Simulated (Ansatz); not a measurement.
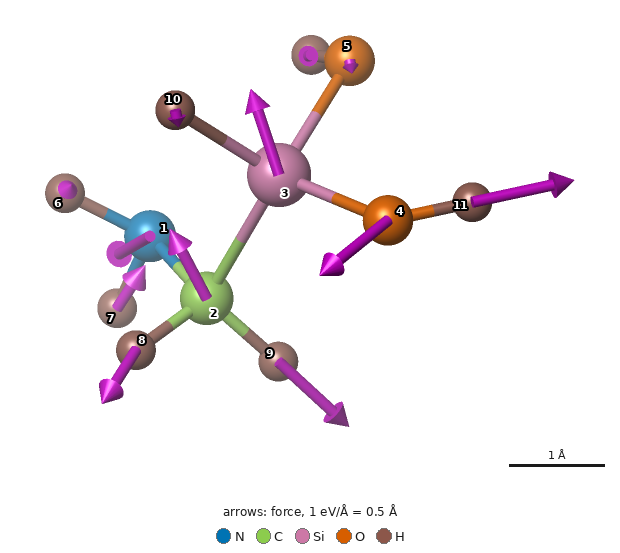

Starting geometry of CH₇NO₂Si (coarse preliminary run) with the computed forces as purple arrows. The picture is a ball-and-stick view, seen from a free direction.

The start comes from a force field.

Method: RKS PBE-D4/def2-SVP (Ansatz).

The input:
```yaml
crystal:
  periodic: [false, false, false]
  atoms:
    - {symbol: N, position_ang: [-0.559600, 1.561300, -0.436700]}
    - {symbol: C, position_ang: [-0.943400, 0.285700, 0.121200]}
    - {symbol: Si, position_ang: [0.596000, -0.731000, 0.401600]}
    - {symbol: O, position_ang: [0.426400, -2.349200, 0.538000]}
    - {symbol: O, position_ang: [1.687700, -0.519000, -0.867100]}
    - {symbol: H, position_ang: [-0.166400, 2.199100, 0.269400]}
    - {symbol: H, position_ang: [-1.451100, 2.091300, -0.676300]}
    - {symbol: H, position_ang: [-1.458300, 0.428600, 1.049300]}
    - {symbol: H, position_ang: [-1.573900, -0.230200, -0.545600]}
    - {symbol: H, position_ang: [1.296600, -0.258900, 1.672500]}
    - {symbol: H, position_ang: [0.666300, -2.871700, -0.194900]}
    - {symbol: H, position_ang: [1.556700, 0.339000, -1.297400]}
basis:
  gaussian: {orbitals: def2-SVP}
hamiltonian: {xc: pbe, dispersion: d4}
relax: {f_tol: 0.03, max_steps: 200}
```

Run as
```bash
ansatz run in.yaml --threads 4 --pin off --events-out ev --progress --plain --max-ram 10444MiB
```

Question: What follows when this structure is relaxed?

Answer: It isn't relaxed: the largest force vector, on N1, is 2.43 eV/Å. The final displacements have little in common with the starting forces (cosine between the two patterns 0.09). The largest move after the best rigid fit is that of H12, 0.49 Å. By element the largest moves are H 0.49 Å, O 0.36 Å, Si 0.19 Å, N 0.17 Å, C 0.14 Å. Among the contacts that change: C2–H9 1.053 → 1.113 Å, C2–Si3 1.866 → 1.921 Å, C2–H8 1.071 → 1.117 Å, Si3–O4 1.633 → 1.677 Å. Bond angles that change, for instance: C2–Si3–O5 110.6° → 100.7°, O4–Si3–O5 104.7° → 113.0°, Si3–O5–H12 111.0° → 103.5°. Groups turn about Si3–O4 by about 30°, Si3–O5 by about 20°. The energy falls by 0.448 eV in 10 geometry steps. Largest force component: 2 eV/Å at the start, 0.02 eV/Å at the end.
